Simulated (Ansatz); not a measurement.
Cost and result by functional for the surface energy of the (10-10) surface of hcp Y in its 1x1 cell, outermost plane spacing 1.06 Å in the ideal cut, in Ansatz (plane waves, PAW). Single points on the PBE structure, on one kind of machine; costs are rough ratios of the slab run's core time (references not counted) to the cheapest single point. r2SCAN's cost holds its higher cutoff (500 against 420 eV). Differences are taken against r2SCAN for comparison alone: no measured value is at hand, so the table doesn't rank accuracy.

Slab: 8 atoms, 10.6 Å thick at the start; k 10x7x1, smearing 0.1 eV, dipole-corrected; all atoms relaxed; held to the start's symmetry, so lower structures may exist; no spin, no spin-orbit, no U. These notes are the PBE run's.

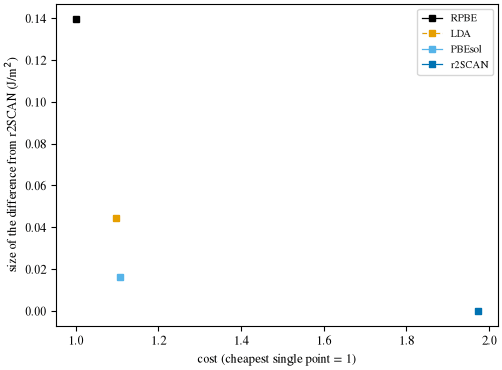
*Difference from r2SCAN against cost*

```csv
functional,relative cost,surface energy (J/m²),less r2SCAN (J/m²)
RPBE,1,0.90,-0.14
LDA,1,1.08,0.04
PBEsol,1,1.05,0.02
r2SCAN,2,1.04,0.00
PBE (the relaxed run's value),–,0.97,-0.07
```

The values span 0.18 J/m², while the single points' costs differ by a factor of roughly 2. Differences are of unrounded values.

Ansatz is a quantum-chemistry and plane-wave program.
